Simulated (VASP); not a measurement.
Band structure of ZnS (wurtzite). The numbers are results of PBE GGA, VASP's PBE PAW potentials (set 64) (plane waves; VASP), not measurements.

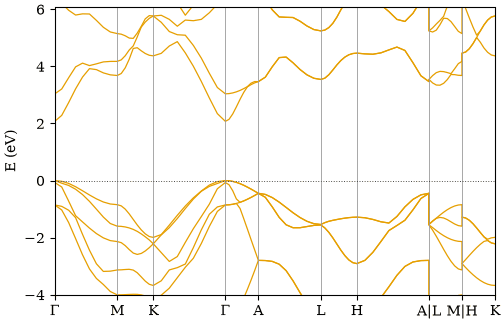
Figure: Bands along high-symmetry lines, zero at the valence-band maximum or, without a gap, the Fermi level

Task: Read the plot: is there a gap, and where are the band edges?

Result: The gap is direct, 2.07 eV, from the valence maximum at Γ to the conduction minimum at Γ. (Edges off the drawn lines would not show.)

Measured: gap 3.91 eV (computed value off by -1.84 eV), as given by Mehmet Aras et al., The Journal of Chemical Physics (2014), arXiv:1312.4272.

The compound is ZnS in the wurtzite structure, the high-temperature form. It was relaxed first.
